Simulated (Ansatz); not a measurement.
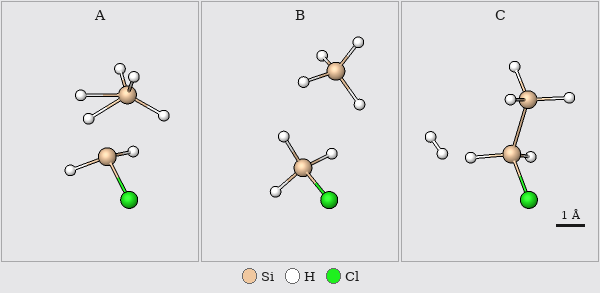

3 geometries from a converged minimum-energy path of Si2H7Cl, made up at the start of Si2H5Cl and H2, shuffled. A ball-and-stick model, seen at a tilt.

Method: RKS PBE0/def2-SVPD in Ansatz. Settings: 9 movable images; climbing image; force threshold 0.05 eV/Å; iteration limit 60; starting path through a guess of the saddle point.

**Which frame is the transition state?**

A. In order along the path, whose images run from 0 to 10: C (image 0, 0.00 eV), A (image 6, +2.91 eV), B (image 10, −0.21 eV). Breaking: H–H (0.76 → 3.04 Å), Si–Si (2.35 → 4.20 Å). Forming: 2 H–Si (3.69–3.99 → 1.49 Å).

Limits of the set-up: the start holds two separate molecules, 3.1 Å apart at their closest, whose relative position is a soft coordinate and is computed without a dispersion correction.
